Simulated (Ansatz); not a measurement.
**CH$_{8}$B$_{2}$InN: density, localisation and related maps**

Input file:

```
crystal:
  periodic: [false, false, false]
  atoms:
    - { symbol: C, position_ang: [-0.30519, 0.17097, 1.89073] }
    - { symbol: B, position_ang: [0.39685, -1.07824, 1.18004] }
    - { symbol: B, position_ang: [1.52658, -0.84902, 0.11569] }
    - { symbol: In, position_ang: [0.26074, -0.36504, -1.77757] }
    - { symbol: "N", position_ang: [-0.69562, 1.44678, -1.91838] }
    - { symbol: H, position_ang: [0.14579, 1.13135, 1.64803] }
    - { symbol: H, position_ang: [-0.27922, 0.05661, 2.97284] }
    - { symbol: H, position_ang: [-1.35961, 0.20969, 1.61131] }
    - { symbol: H, position_ang: [-0.12492, -2.11602, 1.40159] }
    - { symbol: H, position_ang: [2.67743, -0.75422, -0.04705] }
    - { symbol: H, position_ang: [0.26378, -1.20043, -3.35433] }
    - { symbol: H, position_ang: [-1.11767, 1.80816, -1.07017] }
    - { symbol: H, position_ang: [-1.38895, 1.5394, -2.65273] }
basis:
  gaussian: { orbitals: def2-SVP }
hamiltonian:
  xc: lda
relax:
  f_tol: 0.015
  max_steps: 40
output:
  orbitals: {}
```

Command:

```sh
ansatz run input.yaml --threads 2 --pin off --max-ram 3072MiB --backend cpu --events-out ev --progress --plain --runs-dir out
```

The fields are those of the relaxed geometry.

Core potentials replace the inner electrons of In.

Method: RKS LDA/def2-SVP in Ansatz.

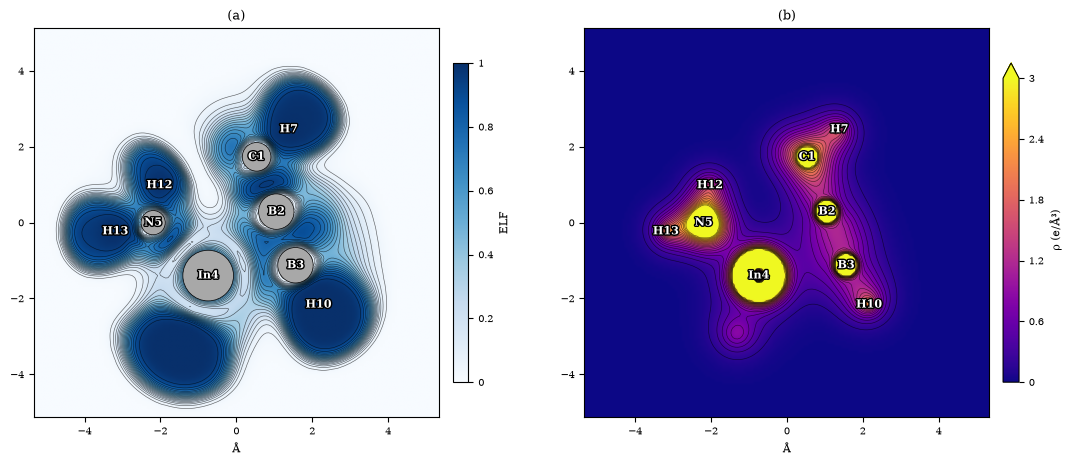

Figure 1. (a) electron localisation function; (b) electron density on the plane of atoms B2, B3 and In4. Grey discs cover the atomic cores in the ELF map.

> Describe what can be read from this map.

- The section cuts through C, B, In, N and H sites.
- B–B (1.50 Å): ρ at the midpoint is about 1.2 e/Å³; the ELF peaks at about 0.80 between the atoms: a covalent bond.
- C–B (1.54 Å): ρ is about 1.4 e/Å³ halfway; the ELF peaks at about 0.95 between the atoms (a shared electron pair).
- In–N (2.01 Å): ρ at the midpoint is about 0.74 e/Å³; the ELF peaks at about 0.85 in the valence shell of N, 0.6 Å from its nucleus, and drops to about 0.15 between the two atoms.
- In–B (2.32 Å): ρ is about 0.48 e/Å³ halfway; the ELF peaks at about 0.70 in the valence shell of B, 0.8 Å from its nucleus, and drops to about 0.20 between the two atoms.
- N–H (1.02 Å): the density is about 2.7 e/Å³ at the midpoint; the ELF climbs to about 1 towards the hydrogen, as it does in any bond to H (an ordinary covalent bond to hydrogen).

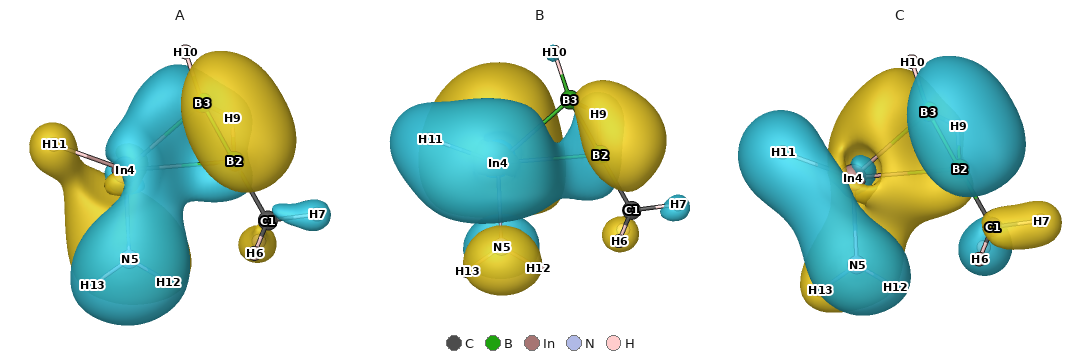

Figure 2. Three frontier orbitals at ±0.06 Å⁻³ᐟ² (yellow and cyan are the two phases), in no order.

> Order the three orbitals by energy and name them.

C is the HOMO−1 (−5.85 eV). Its weight (Hirshfeld) is mainly on N5 (about 25 %), B3 (about 20 %), In4 (about 20 %) and B2 (about 20 %). A is the HOMO (−5.46 eV). It lies mainly on N5 (about 50 %), B3 (about 15 %), B2 (about 10 %) and In4 (about 10 %). B is the LUMO (−1.65 eV). It lies mainly on In4 (about 60 %), N5 (about 10 %), B2 (about 10 %) and B3 (about 5 %).

> What is the HOMO–LUMO gap?

3.81 eV between the orbital energies.

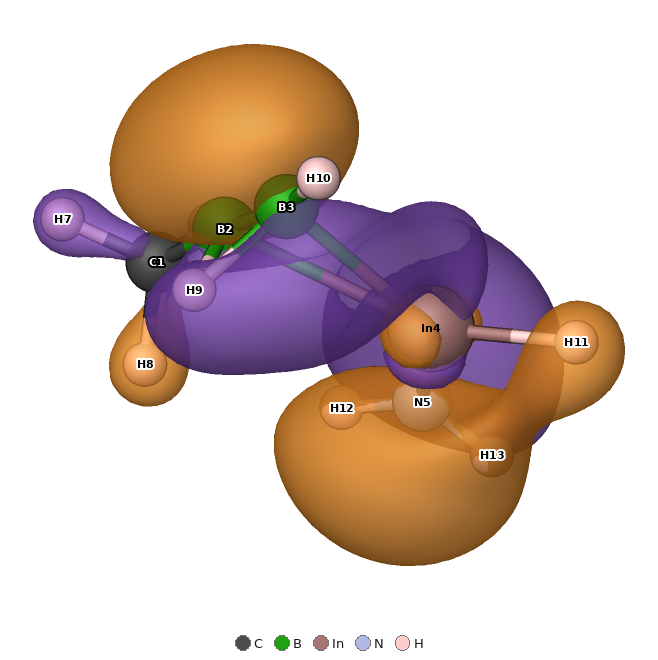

Figure 3. One frontier orbital at ±0.06 Å⁻³ᐟ² (orange and purple are the two phases), seen at an oblique angle.

> Which orbital is it: HOMO or LUMO?

The HOMO, at −5.46 eV. By Hirshfeld shares it lies mainly on N5 (about 50 %), B3 (about 15 %), B2 (about 10 %) and In4 (about 10 %).
